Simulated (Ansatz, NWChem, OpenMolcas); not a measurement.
# How basis sets differ on SiF2 (SMILES F[Si]F)

SiF2: 3 atoms, total charge 0, spin state singlet. As SMILES, `F[Si]F`. Geometry: relaxed at PBE0-D4/def2-TZVP.

```xyz
3

F     0.1663    1.2468    0.2294
Si   -0.5949   -0.0464   -0.3301
F     0.4286   -1.2004    0.1007
```

Quantity: the HOMO–LUMO gap, in eV. The values are calculated.

```
                           level  kind     program  value (eV)  CPU time
                      PBE/STO-3G   GGA  OpenMolcas        3.98     2.8 s
                     PBE/cc-pVDZ   GGA      Ansatz        4.10    0.69 s
PBE/6-31G* (Cartesian functions)   GGA      Ansatz        4.16    0.71 s
                     PBE/cc-pVTZ   GGA      Ansatz        4.13     1.2 s
                     PBE/pcseg-2   GGA      Ansatz        4.13     1.3 s
                   PBE/def2-TZVP   GGA      NWChem        4.12      18 s
                  PBE/def2-TZVPP   GGA      Ansatz        4.13     1.3 s
                 PBE/aug-cc-pVTZ   GGA      Ansatz        4.10     2.2 s
                     PBE/cc-pVQZ   GGA      Ansatz        4.12     2.1 s
```

The values span 3.98 to 4.16 eV. Orbital gaps aren't excitation energies. CPU times are rough (shared hosts, several kinds of processor): they show what a rung costs within a factor of a few.

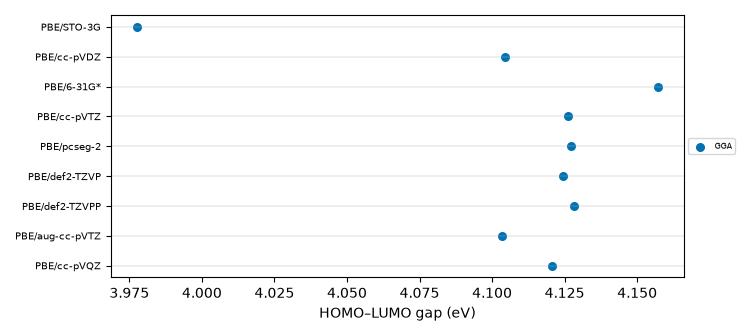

The values of the table, level by level.
